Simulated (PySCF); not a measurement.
**C₃H₉FSi: core-level calculation**

- system: C₃H₉FSi
- method: delta-SCF UKS HF, pcX-2 on the ionised atom, pcseg-1 elsewhere, spin-free X2C (PySCF 2.14.0)

Figures and captions count atoms from 1; the log counts them from 0 in places.

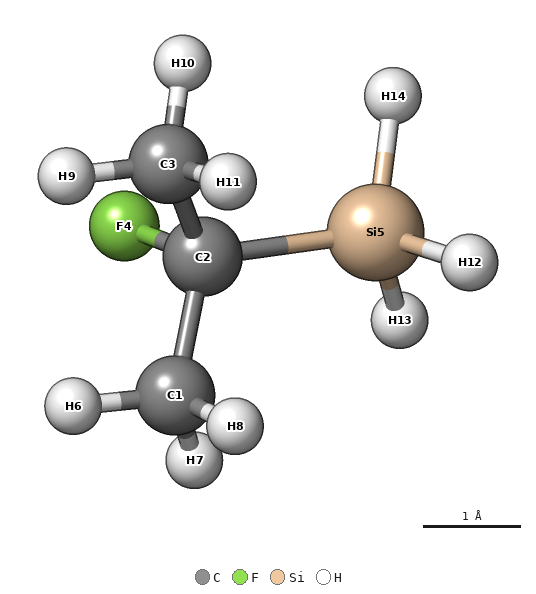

The structure as given in the input (ball-and-stick view, seen at a tilt; atoms are numbered from 1 in the order of the input).

Input file:
```
{"job": {"kind": "xps", "xc": "HF"}, "charge": 0, "multiplicity": 1}
C     -0.775324    -1.149381    -0.033794
C      0.044026     0.102017    -0.280022
C     -0.509003     1.306171     0.456818
F     -0.026883     0.383599    -1.656090
Si     1.911148    -0.167402     0.067571
H     -1.825726    -0.970979    -0.316193
H     -0.398972    -1.992608    -0.631946
H     -0.747150    -1.436696     1.028377
H     -1.562048     1.468922     0.173475
H      0.056451     2.216347     0.207959
H     -0.463727     1.156432     1.546209
H      2.124847    -0.481616     1.515448
H      2.409243    -1.306145    -0.759303
H      2.662808     1.074854    -0.278766
```

The first line tells a small driver script what to run in PySCF; the rest is the geometry in Å.

Run as:
```bash
OMP_NUM_THREADS=1 python <driver script> task.json out
```

The program's output:
```
ground state, core basis on atom 0 (C), 150 functions
  cycle   1  E = -507.72680098  |g| = 5.60e-01
  cycle   2  E = -507.79895274  |g| = 3.28e-01
  cycle   3  E = -507.81906476  |g| = 6.45e-02
  cycle   4  E = -507.82060698  |g| = 1.13e-02
  cycle   5  E = -507.82065157  |g| = 3.44e-03
  cycle   6  E = -507.82065595  |g| = 8.46e-04
  cycle   7  E = -507.82065637  |g| = 2.33e-04
  E(ground) = -507.82065637 Eh
hole in C 1s of atom 0
  cycle   1  E = -496.58328097  |g| = 1.49e+00
  cycle   2  E = -496.94772885  |g| = 7.43e-01
  cycle   3  E = -497.12719960  |g| = 1.04e-01
[... 6 cycles left out ...]
  E(ion) = -497.13268635 Eh   <S^2> = 0.7854   hole on atom = 1.000   binding energy = 290.834 eV
ground state, core basis on atom 1 (C), 150 functions
[... 5 cycles left out ...]
  E(ground) = -507.83035101 Eh
hole in C 1s of atom 1
[... 11 cycles left out ...]
  E(ion) = -497.08982327 Eh   <S^2> = 0.8023   hole on atom = 1.000   binding energy = 292.265 eV
ground state, core basis on atom 3 (F), 150 functions
[... 5 cycles left out ...]
  E(ground) = -507.87462504 Eh
hole in F 1s of atom 3
[... 8 cycles left out ...]
  E(ion) = -482.48872416 Eh   <S^2> = 0.7619   hole on atom = 1.000   binding energy = 690.786 eV
ground state, core basis on atom 4 (Si), 161 functions
[... 5 cycles left out ...]
  E(ground) = -507.88730133 Eh
hole in Si 1s of atom 4
[... 8 cycles left out ...]
  cycle   9  E = -439.99682842  |g| = 3.99e-04
  E(ion) = -439.99682842 Eh   <S^2> = 0.7552   hole on atom = 1.000   binding energy = 1847.394 eV
hole in Si 2p of atom 4
  cycle   1  E = -503.65735544  |g| = 1.20e+00
  cycle   2  E = -503.94955411  |g| = 3.90e-01
  cycle   3  E = -503.97498559  |g| = 3.30e-02
  cycle   4  E = -503.97557723  |g| = 1.63e-02
  cycle   5  E = -503.97575620  |g| = 7.46e-03
  cycle   6  E = -503.97584996  |g| = 4.08e-03
  cycle   7  E = -503.97589142  |g| = 1.98e-03
  cycle   8  E = -503.97590336  |g| = 7.89e-04
  cycle   9  E = -503.97590492  |g| = 2.62e-04
  E(ion) = -503.97590492 Eh   <S^2> = 0.7630   hole on atom = 1.002   binding energy = 106.435 eV
  2p3/2 = 106.243 eV   2p1/2 = 106.837 eV
```

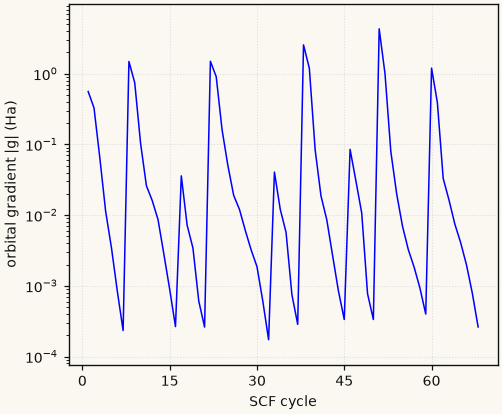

Convergence of the self-consistent field: orbital gradient |g| against the SCF cycle. All cycles printed in the log are drawn one after another.

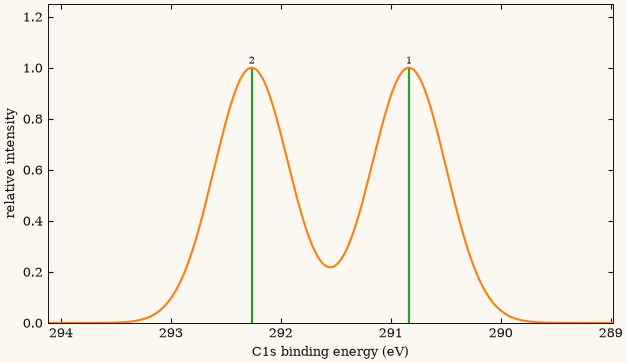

C1s binding energies by ΔSCF of the atoms computed, labelled by atom number, with a Gaussian envelope of 0.8 eV full width. They run from 290.83 eV (atom 1) to 292.26 eV (atom 2).

Summary:

```csv
quantity,value
outcome,converged
hardware,"1 CPU thread, shared host"
wall time,18 s
peak memory,0.62 GiB
```
